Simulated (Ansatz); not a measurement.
## Electronic structure of AlF2H4NO in real space

Input file:

```
crystal:
  periodic: [false, false, false]
  atoms:
    - {symbol: Al, position_ang: [-0.407229, -0.668579, 0.106628]}
    - {symbol: O, position_ang: [-0.929711, 1.091924, -0.577087]}
    - {symbol: F, position_ang: [-1.017086, -1.714233, -1.018673]}
    - {symbol: F, position_ang: [-1.208846, -0.552180, 1.559711]}
    - {symbol: H, position_ang: [-0.068798, 1.539924, -0.558749]}
    - {symbol: N, position_ang: [1.351675, -0.318623, 0.098572]}
    - {symbol: H, position_ang: [-1.542032, 1.571481, -0.006977]}
    - {symbol: H, position_ang: [1.855140, -0.187007, 0.962782]}
    - {symbol: H, position_ang: [1.966888, -0.762708, -0.566007]}
basis:
  gaussian: {orbitals: def2-TZVPP}
hamiltonian: {xc: pbe0, dispersion: d4}
output: {orbitals: {seedname: orbitals}}
```

Launched as:

```sh
ansatz run in.yaml --threads 4 --pin off --events-out ev --progress --plain --max-ram 9574MiB
```

The product side of a reaction path; geometry: PBE0-D4/def2-TZVP.

These are results of RKS PBE0-D4/def2-TZVPP (Ansatz 0.2.0), not measurements.

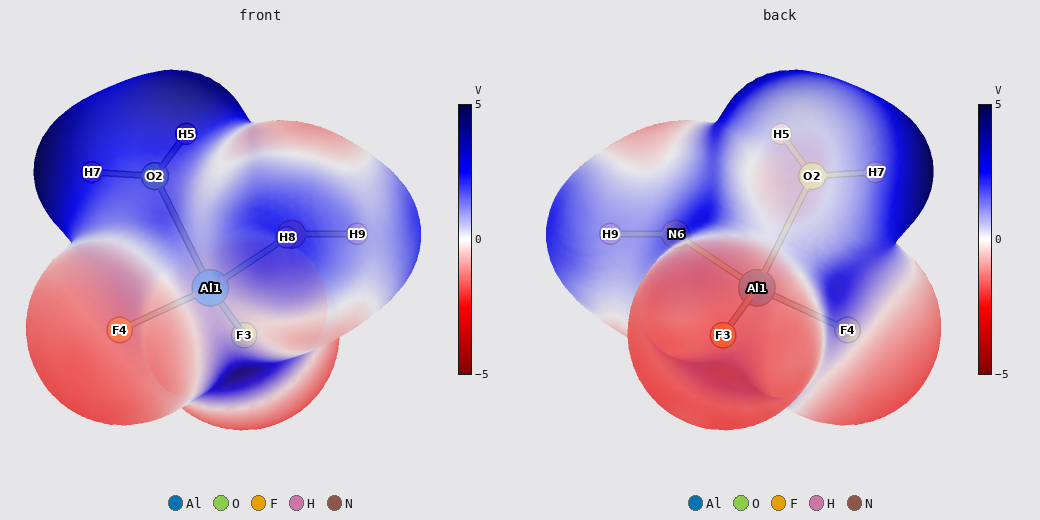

Figure 1. The molecular electrostatic potential painted on the density surface at 0.004 e/bohr³, seen from the front and from behind; red is negative and blue positive.

Which sites attract a positive test charge, and which a negative one?

Answer. A positive charge is drawn to the negative regions and a negative charge to the positive ones. The most negative region (about −1.9 V) lies over F3, the most positive (about +4.8 V) over H7.

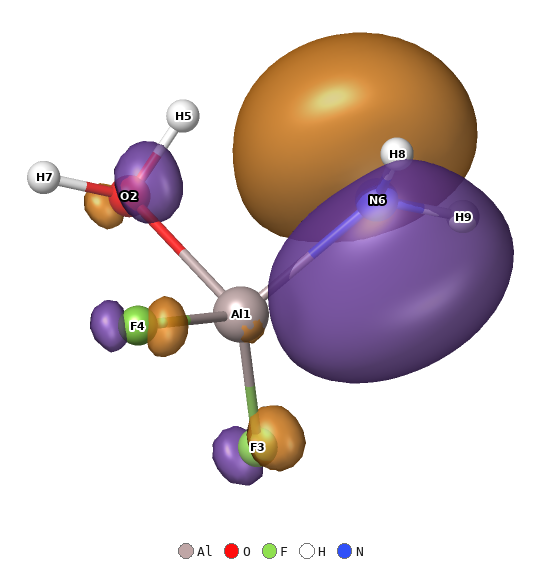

Figure 2. The HOMO at ±0.1 Å⁻³ᐟ² (orange and purple are the two phases), seen at an oblique angle.

Describe this orbital and give its energy.

Answer. Its weight (Hirshfeld) is mainly on N6 (about 75 %); largely a lone pair of N6. Its energy is −7.40 eV.

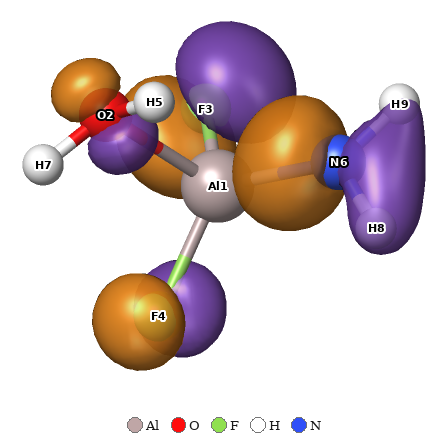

Figure 3. The HOMO−1 at ±0.15 Å⁻³ᐟ² (orange and purple are the two phases), seen from one side.

Where does this orbital lie, and at what energy?

Answer. Its weight (Hirshfeld) is mainly on F3 (about 50 %), N6 (about 20 %) and F4 (about 15 %); largely a combination of lone pairs on F3, N6 and F4. Its energy is −10.39 eV.
